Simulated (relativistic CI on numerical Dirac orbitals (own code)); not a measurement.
**Ta³⁺: one ion under different settings**

Aim: see what numerical and physical settings do to the SCF, the total energy and the lowest levels of Ta³⁺.

Program: relativistic CI on numerical Dirac orbitals (own code) version 3. Level of theory: Dirac-Coulomb-Breit CI, KLI orbitals optimised for each configuration, model QED (radiative potential, 1s self-energy scaled to tabulated hydrogen-like ionisation energies), numerical settings as typed. These are calculated values, not measurements, unless marked.

## 1. The atom as given

```
ion            : Ta³⁺ (Ta IV)
nuclear charge : 73
electrons      : 70
isotope        : A = 181
```

## 2. Usual settings

Settings, as recorded:

```ini
atom Ta  Z=73  charge=3  electrons=70
nucleus A=181  rms_radius_fm=5.3507
hamiltonian dirac-coulomb  breit=on  qed=on  c_scale=1
orbitals kli  potential=per-configuration
slater_scale 1
correlation none
mixing on
grid step=0.0125 r_max=64.9
scf mixing=0.4 start=green max_iterations=150 tolerance=2e-08 node_fill=0.05
configurations
  [Xe] 4f14 5d2
  [Xe] 4f14 5d 6s
end
```

Command:

```console
$ python run_levels.py task.json out
```

One command runs all members of the session, one after another, from task.json.

Main fields of the result record, rounded:

```text
{
  "status": "converged",
  "levels [i, E_cm, J2, conf, term, w_term, w_jj]": [
    [0, 0, 4, "5d2", "3F", 0.9325, 0.8713],
    [1, 3794.3527, 6, "5d2", "3F", 1, 1],
    [2, 7505.2267, 8, "5d2", "3F", 0.973, 0.6541],
    [3, 10974.162, 4, "5d2", "1D", 0.6997, 0.687],
    [4, 13046.432, 0, "5d2", "3P", 0.9739, 0.7511],
    [5, 14750.345, 2, "5d2", "3P", 1, 1],
    [6, 17891.6, 4, "5d2", "3P", 0.8267, 0.7905],
    [7, 19778.857, 8, "5d2", "1G", 0.973, 0.6541],
    [8, 29198.006, 2, "5d 6s", "3D", 1, 1],
    [9, 30893.901, 4, "5d 6s", "3D", 0.9639, 0.7445],
    [10, 34566.505, 6, "5d 6s", "3D", 1, 1],
    [11, 42311.089, 0, "5d2", "1S", 0.9739, 0.7511],
    [12, 45342.099, 4, "5d 6s", "1D", 0.8798, 0.7109]
  ],
  "total_energy [Ha]": -15587.540115,
  "n_levels_all": 13,
  "overlap": 1.49003e-11,
  "scf_iterations": [13, 13],
  "orbital_energies [Ha]": {"1s": -2470.37, "2s": -425.044, "2p1/2": -406.195, "2p3/2": -359.638, "3s": -98.2982, "3p1/2": -89.9351, "3p3/2": -79.9068, "3d3/2": -65.8117, "3d5/2": -63.6292, "4s": -21.1091, "4p1/2": -17.6573, "4p3/2": -15.3635, "4d3/2": -9.69253, "4d5/2": -9.27124, "4f5/2": -2.21737, "4f7/2": -2.14475, "5s": -3.89115, "5p1/2": -2.88702, "5p3/2": -2.56176, "5d3/2": -1.27927, "5d5/2": -1.24967},
  "configurations [conf, odd, states, E_av_Ha, breit_Ha, qed_Ha]": [
    ["5d2", 0, 45, -15614.97071, 16.38, 11.11],
    ["5d 6s", 0, 20, -15614.86793, 16.38, 11.11]
  ],
  "scf_steps of the first configuration [iteration, E_Ha, residual, outer_eigenvalue_Ha]": [
    [1, -15557.21099, 3.96, -3.364],
    [2, -15611.89527, 0.94, -1.752],
    [3, -15614.3799, 0.239, -1.334],
    [4, -15614.74799, 0.341, -1.319],
    [5, -15614.96299, 0.0369, -1.238],
    [6, -15614.96753, 0.00867, -1.253],
    [7, -15614.97154, 0.00599, -1.251],
    [8, -15614.97033, 0.00209, -1.249],
    [9, -15614.97066, 0.000279, -1.25],
    [10, -15614.9707, 3.92e-05, -1.25],
    [11, -15614.97071, 2.29e-06, -1.25],
    [12, -15614.97071, 5.2e-08, -1.25],
    [13, -15614.97071, 1.93e-09, -1.25]
  ]
}
```

It took 0.36 s on 1 thread, shared host.

## 3. Grid step 0.006

The settings differ from step 2 so:

```diff
@@ -7,3 +7,3 @@
 mixing on
-grid step=0.0125 r_max=64.9
+grid step=0.006 r_max=64.9
 scf mixing=0.4 start=green max_iterations=150 tolerance=2e-08 node_fill=0.05
```

From the record:

```text
{
  "status": "converged",
  "levels [i, E_cm, J2, conf, term, w_term]": [
    [0, 0, 4, "5d2", "3F", 0.9325],
    [1, 3794.3531, 6, "5d2", "3F", 1],
    [2, 7505.2273, 8, "5d2", "3F", 0.973],
    [3, 10974.163, 4, "5d2", "1D", 0.6997],
    [4, 13046.432, 0, "5d2", "3P", 0.9739],
    [5, 14750.345, 2, "5d2", "3P", 1],
    [6, 17891.602, 4, "5d2", "3P", 0.8267],
    [7, 19778.859, 8, "5d2", "1G", 0.973],
    "... 5 more rows left out ..."
  ],
  "total_energy [Ha]": -15587.540301,
  "n_levels_all": 13,
  "overlap": 8.57516e-13,
  "scf_iterations": [12, 13],
  "orbital_energies [Ha]": {"1s": -2470.37, "2s": -425.044, "2p1/2": -406.195, "2p3/2": -359.638, "3s": -98.2982, "3p1/2": -89.9351, "3p3/2": -79.9068, "3d3/2": -65.8117, "3d5/2": -63.6292, "4s": -21.1091, "4p1/2": -17.6573, "4p3/2": -15.3635, "4d3/2": -9.69253, "4d5/2": -9.27124, "4f5/2": -2.21737, "4f7/2": -2.14475, "5s": -3.89115, "5p1/2": -2.88702, "5p3/2": -2.56176, "5d3/2": -1.27927, "5d5/2": -1.24967},
  "configurations [conf, odd, states, E_av_Ha, breit_Ha, qed_Ha]": [
    ["5d2", 0, 45, -15614.9709, 16.38, 11.11],
    ["5d 6s", 0, 20, -15614.86813, 16.38, 11.11]
  ],
  "scf_steps of the first configuration [iteration, E_Ha, residual, outer_eigenvalue_Ha]": [
    [1, -15557.21118, 3.96, -3.364],
    [2, -15611.89547, 0.94, -1.752],
    [3, -15614.38009, 0.239, -1.334],
    [4, -15614.74819, 0.341, -1.319],
    [5, -15614.96318, 0.0369, -1.238],
    [6, -15614.96772, 0.00871, -1.252],
    [7, -15614.97174, 0.00601, -1.251],
    [8, -15614.97052, 0.0021, -1.249],
    [9, -15614.97085, 0.000315, -1.25],
    [10, -15614.9709, 3.63e-05, -1.25],
    [11, -15614.9709, 3.23e-06, -1.25],
    [12, -15614.9709, 1.95e-08, -1.25]
  ]
}
```

Run time: 0.73 s. Hardware: 1 thread, shared host.

## 4. Start potential thomas-fermi

The settings differ from step 3 so:

```diff
@@ -7,4 +7,4 @@
 mixing on
-grid step=0.006 r_max=64.9
-scf mixing=0.4 start=green max_iterations=150 tolerance=2e-08 node_fill=0.05
+grid step=0.0125 r_max=64.9
+scf mixing=0.4 start=thomas-fermi max_iterations=150 tolerance=2e-08 node_fill=0.05
 configurations
```

From the record:

```text
{
  "status": "converged",
  "levels [i, E_cm, J2, conf, term, w_term]": [
    [0, 0, 4, "5d2", "3F", 0.9325],
    [1, 3794.3527, 6, "5d2", "3F", 1],
    [2, 7505.2267, 8, "5d2", "3F", 0.973],
    [3, 10974.162, 4, "5d2", "1D", 0.6997],
    [4, 13046.432, 0, "5d2", "3P", 0.9739],
    [5, 14750.345, 2, "5d2", "3P", 1],
    [6, 17891.6, 4, "5d2", "3P", 0.8267],
    [7, 19778.858, 8, "5d2", "1G", 0.973],
    "... 5 more rows left out ..."
  ],
  "total_energy [Ha]": -15587.540115,
  "n_levels_all": 13,
  "overlap": 1.49024e-11,
  "scf_iterations": [11, 13],
  "orbital_energies [Ha]": {"1s": -2470.37, "2s": -425.044, "2p1/2": -406.195, "2p3/2": -359.638, "3s": -98.2982, "3p1/2": -89.9351, "3p3/2": -79.9068, "3d3/2": -65.8117, "3d5/2": -63.6292, "4s": -21.1091, "4p1/2": -17.6573, "4p3/2": -15.3635, "4d3/2": -9.69253, "4d5/2": -9.27124, "4f5/2": -2.21737, "4f7/2": -2.14475, "5s": -3.89115, "5p1/2": -2.88702, "5p3/2": -2.56176, "5d3/2": -1.27927, "5d5/2": -1.24967},
  "configurations [conf, odd, states, E_av_Ha, breit_Ha, qed_Ha]": [
    ["5d2", 0, 45, -15614.97071, 16.38, 11.11],
    ["5d 6s", 0, 20, -15614.86793, 16.38, 11.11]
  ],
  "scf_steps of the first configuration [iteration, E_Ha, residual, outer_eigenvalue_Ha]": [
    [1, -15614.23639, 0.317, -0.9176],
    [2, -15614.79058, 0.151, -1.065],
    [3, -15614.96556, 0.0202, -1.24],
    [4, -15614.97121, 0.0104, -1.257],
    [5, -15614.97091, 0.00558, -1.254],
    [6, -15614.97047, 0.00192, -1.249],
    [7, -15614.97072, 0.000259, -1.25],
    [8, -15614.97071, 1.86e-05, -1.25],
    [9, -15614.97071, 2.49e-06, -1.25],
    [10, -15614.97071, 4.5e-07, -1.25],
    [11, -15614.97071, 1.22e-08, -1.25]
  ]
}
```

Run time: 0.33 s. Hardware: 1 thread, shared host.

## 5. Nuclear radius 4.8156

Settings, as recorded:

```ini
atom Ta  Z=73  charge=3  electrons=70
nucleus A=181  rms_radius_fm=4.8156
hamiltonian dirac-coulomb  breit=on  qed=on  c_scale=1
orbitals kli  potential=per-configuration
slater_scale 1
correlation none
mixing on
grid step=0.0125 r_max=64.9
scf mixing=0.4 start=green max_iterations=150 tolerance=2e-08 node_fill=0.05
configurations
  [Xe] 4f14 5d2
  [Xe] 4f14 5d 6s
end
```

From the record:

```text
{
  "status": "converged",
  "levels [i, E_cm, J2, conf, term, w_term]": [
    [0, 0, 4, "5d2", "3F", 0.9325],
    [1, 3794.2912, 6, "5d2", "3F", 1],
    [2, 7505.0796, 8, "5d2", "3F", 0.973],
    [3, 10973.179, 4, "5d2", "1D", 0.6997],
    [4, 13046.39, 0, "5d2", "3P", 0.9739],
    [5, 14750.242, 2, "5d2", "3P", 1],
    [6, 17891.109, 4, "5d2", "3P", 0.8268],
    [7, 19778.697, 8, "5d2", "1G", 0.973],
    "... 5 more rows left out ..."
  ],
  "total_energy [Ha]": -15587.903617,
  "n_levels_all": 13,
  "overlap": 1.48982e-11,
  "scf_iterations": [13, 13],
  "orbital_energies [Ha]": {"1s": -2470.52, "2s": -425.065, "2p1/2": -406.195, "2p3/2": -359.637, "3s": -98.3028, "3p1/2": -89.9351, "3p3/2": -79.9066, "3d3/2": -65.8115, "3d5/2": -63.629, "4s": -21.1102, "4p1/2": -17.6573, "4p3/2": -15.3634, "4d3/2": -9.69248, "4d5/2": -9.27119, "4f5/2": -2.21734, "4f7/2": -2.14472, "5s": -3.89134, "5p1/2": -2.88702, "5p3/2": -2.56175, "5d3/2": -1.27927, "5d5/2": -1.24966},
  "configurations [conf, odd, states, E_av_Ha, breit_Ha, qed_Ha]": [
    ["5d2", 0, 45, -15615.3422, 16.38, 11.12],
    ["5d 6s", 0, 20, -15615.23946, 16.38, 11.12]
  ],
  "scf_steps of the first configuration [iteration, E_Ha, residual, outer_eigenvalue_Ha]": [
    [1, -15557.58074, 3.96, -3.364],
    [2, -15612.26662, 0.94, -1.752],
    [3, -15614.75135, 0.239, -1.333],
    [4, -15615.11946, 0.342, -1.319],
    [5, -15615.33448, 0.0369, -1.238],
    [6, -15615.33903, 0.00867, -1.253],
    [7, -15615.34303, 0.00599, -1.251],
    [8, -15615.34182, 0.00209, -1.249],
    [9, -15615.34215, 0.000279, -1.25],
    [10, -15615.3422, 3.92e-05, -1.25],
    [11, -15615.3422, 2.29e-06, -1.25],
    [12, -15615.3422, 5.2e-08, -1.25],
    [13, -15615.3422, 1.93e-09, -1.25]
  ]
}
```

Run time: 0.35 s. Hardware: 1 thread, shared host.

The changed nuclear radius is not that of the isotope named.

## 6. Breit term off

The settings differ from step 5 so:

```diff
@@ -1,4 +1,4 @@
 atom Ta  Z=73  charge=3  electrons=70
-nucleus A=181  rms_radius_fm=4.8156
-hamiltonian dirac-coulomb  breit=on  qed=on  c_scale=1
+nucleus A=181  rms_radius_fm=5.3507
+hamiltonian dirac-coulomb  breit=off  qed=on  c_scale=1
 orbitals kli  potential=per-configuration
```

From the record:

```text
{
  "status": "converged",
  "levels [i, E_cm, J2, conf, term, w_term]": [
    [0, 0, 4, "5d2", "3F", 0.9299],
    [1, 3933.2313, 6, "5d2", "3F", 1],
    [2, 7751.9414, 8, "5d2", "3F", 0.971],
    [3, 11104.416, 4, "5d2", "1D", 0.6924],
    [4, 13098.303, 0, "5d2", "3P", 0.9724],
    [5, 14882.392, 2, "5d2", "3P", 1],
    [6, 18149.988, 4, "5d2", "3P", 0.8215],
    [7, 19976.737, 8, "5d2", "1G", 0.971],
    "... 5 more rows left out ..."
  ],
  "total_energy [Ha]": -15603.916678,
  "n_levels_all": 13,
  "overlap": 1.49003e-11,
  "scf_iterations": [13, 13],
  "orbital_energies [Ha]": {"1s": -2470.37, "2s": -425.044, "2p1/2": -406.195, "2p3/2": -359.638, "3s": -98.2982, "3p1/2": -89.9351, "3p3/2": -79.9068, "3d3/2": -65.8117, "3d5/2": -63.6292, "4s": -21.1091, "4p1/2": -17.6573, "4p3/2": -15.3635, "4d3/2": -9.69253, "4d5/2": -9.27124, "4f5/2": -2.21737, "4f7/2": -2.14475, "5s": -3.89115, "5p1/2": -2.88702, "5p3/2": -2.56176, "5d3/2": -1.27927, "5d5/2": -1.24967},
  "configurations [conf, odd, states, E_av_Ha, breit_Ha, qed_Ha]": [
    ["5d2", 0, 45, -15614.97071, 0, 11.11],
    ["5d 6s", 0, 20, -15614.86793, 0, 11.11]
  ],
  "scf_steps of the first configuration [iteration, E_Ha, residual, outer_eigenvalue_Ha]": [
    [1, -15557.21099, 3.96, -3.364],
    [2, -15611.89527, 0.94, -1.752],
    [3, -15614.3799, 0.239, -1.334],
    [4, -15614.74799, 0.341, -1.319],
    [5, -15614.96299, 0.0369, -1.238],
    [6, -15614.96753, 0.00867, -1.253],
    [7, -15614.97154, 0.00599, -1.251],
    [8, -15614.97033, 0.00209, -1.249],
    [9, -15614.97066, 0.000279, -1.25],
    [10, -15614.9707, 3.92e-05, -1.25],
    [11, -15614.97071, 2.29e-06, -1.25],
    [12, -15614.97071, 5.2e-08, -1.25],
    [13, -15614.97071, 1.93e-09, -1.25]
  ]
}
```

It took 0.32 s on 1 thread, shared host.

## 7. Node fill 5

Settings, as recorded:

```ini
atom Ta  Z=73  charge=3  electrons=70
nucleus A=181  rms_radius_fm=5.3507
hamiltonian dirac-coulomb  breit=on  qed=on  c_scale=1
orbitals kli  potential=per-configuration
slater_scale 1
correlation none
mixing on
grid step=0.0125 r_max=64.9
scf mixing=0.4 start=green max_iterations=64 tolerance=2e-08 node_fill=5
configurations
  [Xe] 4f14 5d2
  [Xe] 4f14 5d 6s
end
```

From the record:

```text
{
  "status": "converged",
  "levels [i, E_cm, J2, conf, term, w_term]": [
    [0, 0, 4, "5d2", "3F", 0.8962],
    [1, 5195.4424, 6, "5d2", "3F", 1],
    [2, 9764.0373, 8, "5d2", "3F", 0.937],
    [3, 11506.392, 4, "5d2", "1D", 0.623],
    [4, 12534.963, 0, "5d2", "3P", 0.9514],
    [5, 15159.712, 2, "5d2", "3P", 1],
    [6, 19522.992, 4, "5d2", "3P", 0.7722],
    [7, 20423.32, 8, "5d2", "1G", 0.937],
    "... 5 more rows left out ..."
  ],
  "total_energy [Ha]": -15586.638542,
  "n_levels_all": 13,
  "overlap": 7.71582e-12,
  "scf_iterations": [14, 17],
  "orbital_energies [Ha]": {"1s": -2459.64, "2s": -420.368, "2p1/2": -400.757, "2p3/2": -354.729, "3s": -96.4701, "3p1/2": -87.9409, "3p3/2": -78.1022, "3d3/2": -63.874, "3d5/2": -61.7567, "4s": -20.3848, "4p1/2": -16.9226, "4p3/2": -14.6759, "4d3/2": -9.05033, "4d5/2": -8.64445, "4f5/2": -1.7509, "4f7/2": -1.68524, "5s": -3.59173, "5p1/2": -2.61007, "5p3/2": -2.3047, "5d3/2": -1.10749, "5d5/2": -1.08373},
  "configurations [conf, odd, states, E_av_Ha, breit_Ha, qed_Ha]": [
    ["5d2", 0, 45, -15613.85187, 16.2, 11.08],
    ["5d 6s", 0, 20, -15613.74922, 16.2, 11.08]
  ],
  "scf_steps of the first configuration [iteration, E_Ha, residual, outer_eigenvalue_Ha]": [
    [1, -15557.21099, 4.43, -3.364],
    [2, -15613.72994, 0.956, -1.606],
    [3, -15612.52621, 0.297, -1.193],
    [4, -15614.76992, 0.449, -1.165],
    [5, -15613.77655, 0.0346, -1.073],
    [6, -15613.77748, 0.0233, -1.086],
    [7, -15613.87172, 0.0094, -1.086],
    [8, -15613.84442, 0.00322, -1.083],
    [9, -15613.8506, 0.000581, -1.084],
    [10, -15613.85179, 4.79e-05, -1.084],
    [11, -15613.85188, 2.41e-06, -1.084],
    [12, -15613.85187, 1.21e-07, -1.084],
    [13, -15613.85187, 2.48e-08, -1.084],
    [14, -15613.85187, 6.18e-10, -1.084]
  ]
}
```

Wall time 0.39 s (1 thread, shared host).

A bad setting: its result is shown only for the comparison.

## 8. Comparison

| setting | total energy less usual (Ha) | largest shift of a level among the lowest eight of both runs, same label and place (cm⁻¹) | SCF iterations | time | lowest level | kind of change |
| --- | --- | --- | --- | --- | --- | --- |
| usual | 0 | 0 | 26 | 0.36 s | 5d2 3F2 | - |
| grid step 0.006 | -0.000186 | 0 | 25 | 0.73 s | 5d2 3F2 | numerical |
| start potential thomas-fermi | 0 | 0 | 24 | 0.33 s | 5d2 3F2 | numerical |
| nuclear radius 4.8156 | -0.364 | 0.982 | 26 | 0.35 s | 5d2 3F2 | unphysical constant |
| Breit term off | -16.4 | 258 | 26 | 0.32 s | 5d2 3F2 | model term |
| node fill 5 | 0.902 | 2260 | 31 | 0.39 s | 5d2 3F2 | unsound |

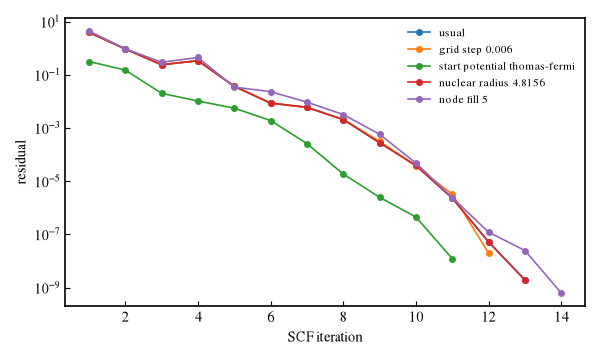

Residual of the first configuration's SCF.

## 9. Outcome

```
                    quantity           value
lowest level, usual settings         5d2 3F2
                total energy  -15587.5401 Ha
            first excitation     3794.4 cm⁻¹
```

In words: Among the runs whose levels can be followed, they move most under «node fill 5» (unsound), by up to 2260 cm⁻¹. No visible change in the result comes from «start potential thomas-fermi». Only the listed configurations are in the model. Near neutrality, missing correlation can shift configurations against each other by thousands of cm⁻¹.
